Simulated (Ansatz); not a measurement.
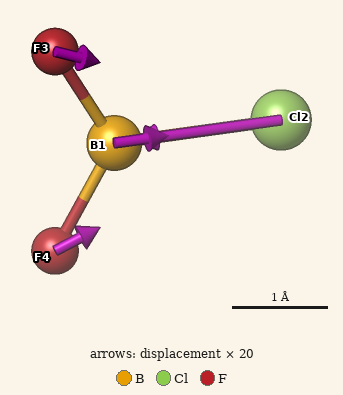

This is a relaxation of BClF2. The starting structure is drawn; purple arrows show the displacements, magnified 20 times. The two geometries are superimposed by the best rigid fit.

Style: ball-and-stick. Shown at a tilt.

The run prepares the start of a later molecular dynamics calculation, from a guessed geometry.

These are results of RKS r2SCAN-D4/def2-SVP in Ansatz, not measurements.

The input:
```yaml
crystal:
  periodic: [false, false, false]
  atoms:
    - { symbol: B, position_ang: [0.0, 0.0, 0.0] }
    - { symbol: Cl, position_ang: [0.0, 0.0, 1.86] }
    - { symbol: F, position_ang: [1.1431, 0.0, -0.66] }
    - { symbol: F, position_ang: [-1.1431, 0.0, -0.66] }
basis:
  gaussian: { orbitals: def2-SVP }
hamiltonian:
  xc: r2scan
  dispersion: d4
relax:
  f_tol: 0.02
  max_steps: 40
output:
  orbitals: {}
```

Command:
```bash
ansatz run input.yaml --threads 1 --pin off --max-ram 2048MiB --backend cpu --events-out ev --progress --plain --runs-dir out
```

Q: Atoms of which element are displaced furthest, and by how much?

A: Chlorine: up to 0.082 Å, against 0.031 Å for boron.

Q: Describe the change and its energy.

A: Over 4 accepted moves (5 points after the start) the energy falls by 13.2 kJ/mol. The largest force component goes from 2.2 to 0.0027 eV/Å. The line search rejected the trial step at point 3 of the run. The atom that moves furthest after the best rigid fit is Cl2 (0.082 Å). Largest moves by element: Cl 0.082 Å, B 0.031 Å, F 0.028 Å. Near-neighbour distances that change, for instance: B1–Cl2 1.860 → 1.747 Å, B1–F3 1.320 → 1.314 Å. Cost: 14 s on 1 thread of AMD EPYC 7R43 64-Core Processor (Zen 3), on a shared host, peak memory 0.13 GiB.
